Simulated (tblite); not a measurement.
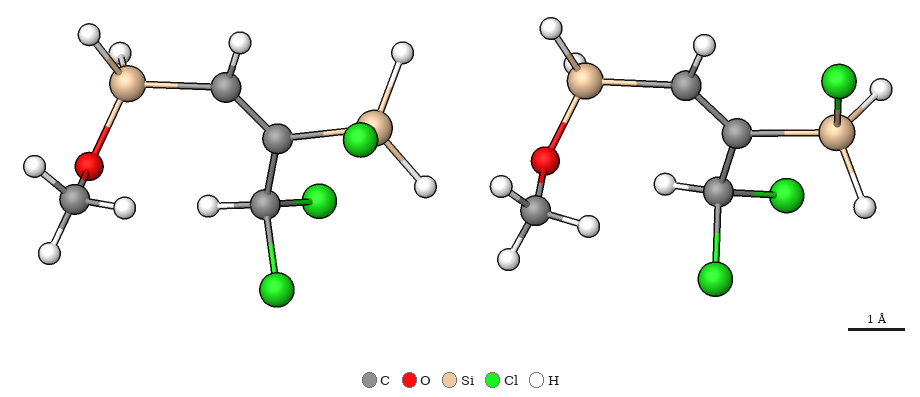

Two geometries of C$_{4}$H$_{9}$Cl$_{3}$OSi$_{2}$, drawn at one scale. One is the start of a relaxation, the other its converged end. The picture is a ball-and-stick view, seen at a tilt.

Level of theory: tblite 0.8.0, GFN2-xTB geometry optimisation, gas phase. 

### Which of the two is the end point?

The right one is the relaxed one. After 159 geometry steps the energy has fallen by 0.420 eV. The largest move after the best rigid fit is that of a Cl atom, 1.13 Å. By element the largest moves are Cl 1.13 Å, H 1.00 Å, C 0.26 Å, O 0.14 Å, Si 0.11 Å. Near-neighbour distances that change, for instance: Cl–Si 3.468 → 3.189 Å, C–Si 1.836 → 1.899 Å, C–C 1.370 → 1.335 Å, Cl–Si 2.050 → 2.015 Å. Bond angles that change, for instance: C–O–Si 119.1° → 130.4°, O–Si–H 109.1° → 98.7°, Si–C–H 110.4° → 116.2°. Groups turn about C–Si by about 40°.
